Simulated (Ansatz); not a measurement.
**ClH2O2Si: rigid scan of one bond length in Python**

How does the energy of ClH2O2Si change as one bond is stretched? Wanted for ClH2O2Si: a rigid scan of one bond length. SMILES: O[Si](O)Cl.

Program: Ansatz 0.2.0, driven from Python. Level of theory: r2SCAN/6-31G*. These are calculated values, not measurements.

### Step 1. The system

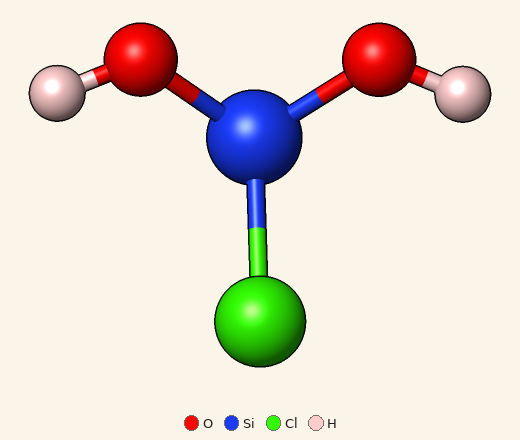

The structure that the script starts from, seen from a chosen angle (oxygen red, silicon blue, chlorine green, hydrogen pink).

The script holds or builds the structure itself.

### Step 2. The code

File scan_clh2o2si.py:

```python
# -*- coding: utf-8 -*-
"""Stretching a bond of ClH2O2Si, the rest held rigid."""

import ansatz as az
import numpy as np

GEOMETRY = """
O    -0.28796    1.35276   -0.43925
Si    0.14700   -0.20949   -0.47157
O     1.20907   -0.29024    0.75227
Cl   -1.47713   -1.41374   -0.09972
H    -1.06468    1.67916   -0.88621
H     1.47371   -1.11844    1.14448
"""

molecule = az.Crystal.molecule()
for line in GEOMETRY.strip().splitlines():
    symbol, *xyz = line.split()
    molecule = molecule.atom(symbol, [float(v) for v in xyz])

symbols = [site.symbol for site in molecule.cartesian_sites]
start = np.array([site.position_ang for site in molecule.cartesian_sites])
axis = (start[0] - start[1]) / np.linalg.norm(start[0] - start[1])
moving = [0, 4]
lengths, energies = [1.38, 1.49, 1.62, 1.78, 2.03, 2.43, 2.92, 3.57], []
for length in lengths:
    xyz = start.copy()
    xyz[moving] += (length - np.linalg.norm(start[0] - start[1])) * axis
    point = az.Crystal.molecule()
    for symbol, place in zip(symbols, xyz):
        point = point.atom(symbol, place.tolist())
    setup = point.calculation().basis(gaussian="6-31G*").functional("r2SCAN").spin("collinear", total=1)
    rep = setup.run(threads=1).report
    energies.append(rep["free_energy_ev"])
    print(f"r = {length:6.3f} A  E = {energies[-1]:.5f} eV  <S^2> = {abs(rep['mean_field']['state']['spin_squared']):.3f}")

print("energy above the lowest point (eV):", [round(e - min(energies), 3) for e in energies])
```

### Step 3. The input behind the calls

The engine receives this input (first run):

```yaml
crystal:
  periodic: [false, false, false]
  atoms:
    - { symbol: O, position_ang: [-0.22306631033849117, 1.1196807129996043, -0.4440719699509379] }
    - { symbol: Si, position_ang: [0.147, -0.20949, -0.47157] }
    - { symbol: O, position_ang: [1.20907, -0.29024, 0.75227] }
    - { symbol: Cl, position_ang: [-1.47713, -1.41374, -0.09972] }
    - { symbol: H, position_ang: [-0.9997863103384912, 1.4460807129996043, -0.891031969950938] }
    - { symbol: H, position_ang: [1.47371, -1.11844, 1.14448] }
basis:
  gaussian:
    orbitals: "6-31G*"
hamiltonian:
  xc: r2scan
magnetization:
  spin_polarized: true
  initial_magnetization: 1.0
```

### Step 4. Running it

Started as:

```sh
$ python scan_clh2o2si.py
```

Output:

```text
r =  1.380 A  E = -24522.61216 eV  <S^2> = 0.752
r =  1.490 A  E = -24524.00927 eV  <S^2> = 0.752
r =  1.620 A  E = -24524.52101 eV  <S^2> = 0.752
r =  1.780 A  E = -24524.30043 eV  <S^2> = 0.753
r =  2.030 A  E = -24523.29963 eV  <S^2> = 0.755
r =  2.430 A  E = -24521.80298 eV  <S^2> = 0.784
r =  2.920 A  E = -24521.02132 eV  <S^2> = 0.780
r =  3.570 A  E = -24520.76251 eV  <S^2> = 0.755
energy above the lowest point (eV): [1.909, 0.512, 0.0, 0.221, 1.221, 2.718, 3.5, 3.759]
```

Run time: 88 s. Hardware: 1 thread of Arm Neoverse V1, shared host; peak memory 0.26 GiB.

### Step 5. Inputs of later runs

The engine's inputs for some of the other runs:

Run 2, against run 1:

```diff
@@ -4 +4 @@
-    - { symbol: O, position_ang: [-0.22306631033849117, 1.1196807129996043, -0.4440719699509379] }
+    - { symbol: O, position_ang: [-0.2525643495683709, 1.2256291031662394, -0.4418800979905054] }
@@ -8 +8 @@
-    - { symbol: H, position_ang: [-0.9997863103384912, 1.4460807129996043, -0.891031969950938] }
+    - { symbol: H, position_ang: [-1.029284349568371, 1.5520291031662394, -0.8888400979905055] }
```

Run 5, against run 1:

```diff
@@ -4 +4 @@
-    - { symbol: O, position_ang: [-0.22306631033849117, 1.1196807129996043, -0.4440719699509379] }
+    - { symbol: O, position_ang: [-0.3973729057877805, 1.7457393821660843, -0.43111999927565503] }
@@ -8 +8 @@
-    - { symbol: H, position_ang: [-0.9997863103384912, 1.4460807129996043, -0.891031969950938] }
+    - { symbol: H, position_ang: [-1.1740929057877805, 2.0721393821660845, -0.8780799992756552] }
```

Run 8, against run 1:

```diff
@@ -4 +4 @@
-    - { symbol: O, position_ang: [-0.22306631033849117, 1.1196807129996043, -0.4440719699509379] }
+    - { symbol: O, position_ang: [-0.8103454550060968, 3.229016844498976, -0.40043379182960026] }
@@ -8 +8 @@
-    - { symbol: H, position_ang: [-0.9997863103384912, 1.4460807129996043, -0.891031969950938] }
+    - { symbol: H, position_ang: [-1.5870654550060967, 3.5554168444989758, -0.8473937918296004] }
```

### Step 6. The runs side by side

The 8 runs, in the order started:

| run | distance (Å) | energy from run 3 (eV) | <S²> | SCF cycles | CPU time (s) |
| --- | --- | --- | --- | --- | --- |
| 1 | 1.38 | 1.9088 | 0.75 | 18 | 6.8 |
| 2 | 1.49 | 0.5117 | 0.75 | 17 | 7 |
| 3 | 1.62 | 0.0000 | 0.75 | 16 | 6.5 |
| 4 | 1.78 | 0.2206 | 0.75 | 18 | 6.9 |
| 5 | 2.03 | 1.2214 | 0.76 | 20 | 7.6 |
| 6 | 2.43 | 2.7180 | 0.78 | 34 | 9.6 |
| 7 | 2.92 | 3.4997 | 0.78 | 41 | 18 |
| 8 | 3.57 | 3.7585 | 0.75 | 68 | 25 |

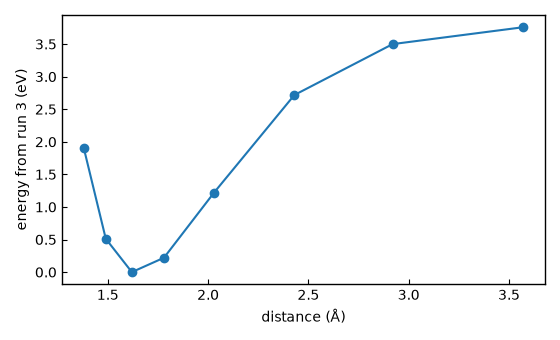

Energy against distance; lines join the points.

### Step 7. What came out

```
                  quantity     value
             runs compared         8
           range of energy  3.759 eV
lowest point, distance (Å)      1.62
```

**Reading.** The lowest point, at 1.62, lies inside the range. The ends stand 1.91 and 3.76 eV above it. The distance scanned is the script's pair 1, 0. Caveats:
- The rest of the molecule is held rigid at a force-field or estimated start geometry, and the basis set is modest; single-reference methods fail as a bond breaks.
- The species is open-shell (spin multiplicity 2).
